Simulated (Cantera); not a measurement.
A closed system holds: 1 mol TEOS, 3.9 mol CO₂, 1.5 mol N₂, equilibrated at 1700 K.

Equilibrium computed with Cantera from the NASA thermochemical tables; the gas is ideal and each condensed phase is pure. Candidate condensed phases: C, C₆H₆, C₇H₈, C₈H₁₈, H₂O, Si, SiC, SiO₂, Si₂N₂O, Si₃N₄; 151 gas species. The feed counts by its element totals alone. Mutual solubility and eutectic melting of coexisting phases are not modelled. Kinetics and transport are ignored.

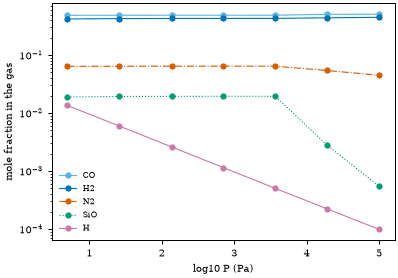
Figure. Equilibrium gas composition (values under 1e-9 drawn at 1e-9)

### Question
Read off the mole fractions at 5.33 Torr.

### Answer
CO about 0.49, H₂ about 0.43, N₂ about 0.064, SiO about 0.019, H about 0.0011.
